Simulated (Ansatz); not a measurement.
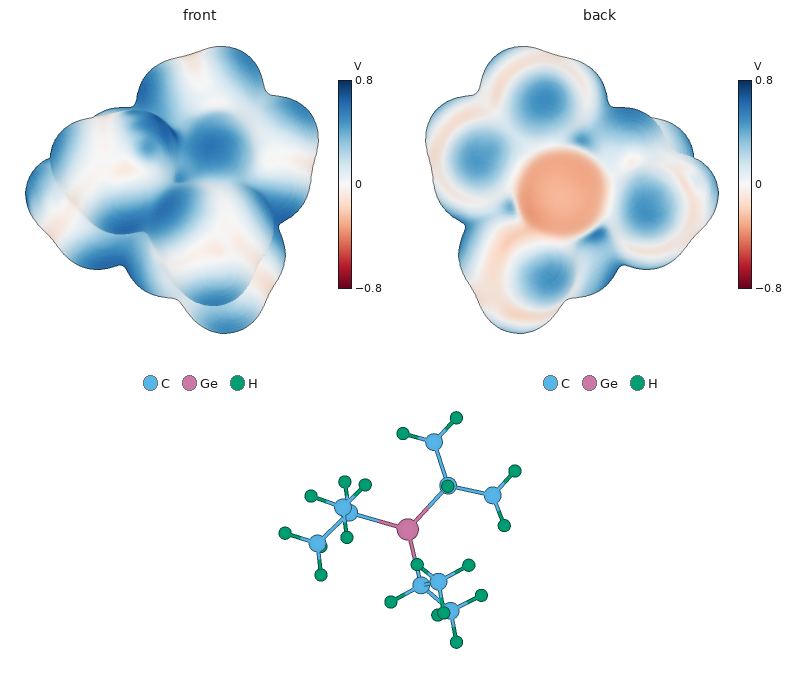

Figure 1: C₉H₂₂Ge (SMILES C[CH](C)[GeH]([CH](C)C)[CH](C)C). The molecular electrostatic potential painted on the density surface at 0.002 e/bohr³, seen from the front and from behind; the colour scale runs from red (negative) to blue (positive). The bare structure is drawn below in the same view.

Geometry: PBE0-D4/def2-TZVP.

All numbers below come from RKS PBE0-D4/def2-TZVPP (Ansatz 0.2.0).

```xyz
32

C     1.4171   -0.7690    2.0812
C     0.8848    0.6142    1.7305
C     0.0367    1.1856    2.8584
Ge   -0.1083    0.6145    0.0195
C    -1.7135   -0.5437    0.1439
C    -2.8745    0.0017   -0.6778
C    -1.4049   -1.9897   -0.2253
C     1.0762    0.0698   -1.4673
C     0.3813    0.2192   -2.8144
C     2.3821    0.8526   -1.4342
H     2.0448   -1.1859    1.2888
H     0.6004   -1.4749    2.2612
H     2.0196   -0.7380    2.9959
H     1.7369    1.2846    1.5683
H    -0.8434    0.5639    3.0514
H     0.6060    1.2331    3.7936
H    -0.3164    2.1953    2.6334
H    -0.5721    2.0714   -0.2569
H    -2.0030   -0.5148    1.2013
H    -3.7664   -0.6240   -0.5576
H    -2.6367    0.0224   -1.7455
H    -3.1390    1.0201   -0.3841
H    -0.5996   -2.4125    0.3803
H    -1.1061   -2.0797   -1.2737
H    -2.2881   -2.6235   -0.0874
H     1.3014   -0.9913   -1.3068
H     0.0931    1.2589   -2.9976
H    -0.5239   -0.3888   -2.8842
H     1.0441   -0.0838   -3.6330
H     3.0400    0.5514   -2.2573
H     2.9323    0.7014   -0.5023
H     2.2032    1.9274   -1.5410
```

**Which sites attract a positive test charge, and which a negative one?**

A positive charge is drawn to the negative regions and a negative charge to the positive ones. The most negative region (about −0.3 V) lies over H18, the most positive (about +0.6 V) over the H atoms.
